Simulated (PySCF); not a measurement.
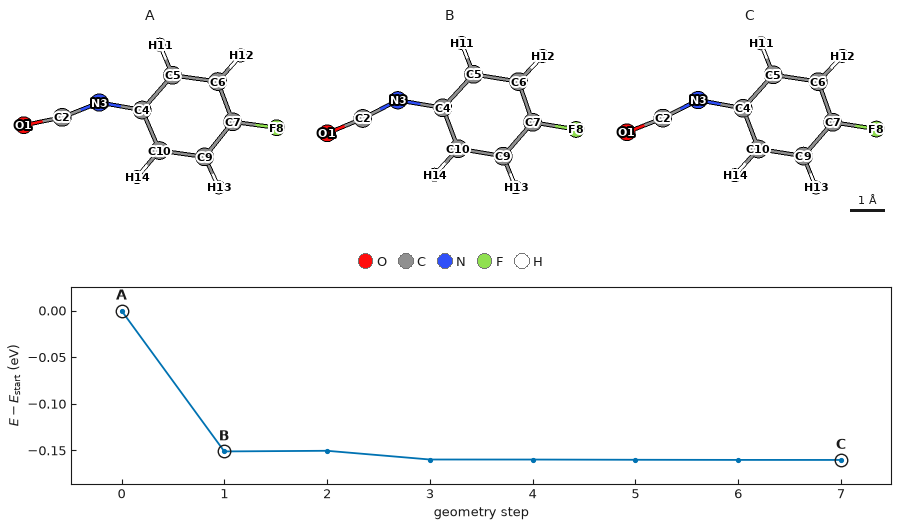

Frames of a relaxation of C7H4FNO, marked on the history of the run. A ball-and-stick model, seen at a tilt.

The start comes from GFN2-xTB. Its atoms were then displaced at random by about 0.01 Å.

Computed with PySCF, PBE0-D3(BJ)/def2-TZVP geometry optimisation, gas phase. 

Describe the path.

Answer. The atom that moves furthest after the best rigid fit is O1 (0.25 Å). By element the largest moves are O 0.25 Å, H 0.09 Å, N 0.09 Å, C 0.06 Å, F 0.04 Å. Some distances before and after: N3–C4 1.321 → 1.388 Å, C4–C5 1.423 → 1.390 Å, O1–C2 1.178 → 1.165 Å, C4–C10 1.406 → 1.393 Å. Among the angles between lasting bonds that change: C2–N3–C4 146.1° → 140.1°, O1–C2–N3 168.9° → 174.0°. The energy falls by 0.160 eV in 7 geometry steps. From step 0 to 1: O1 moves most (0.29 Å), energy −0.151 eV. From step 1 to 7: O1 moves most (0.04 Å), energy −0.009 eV.
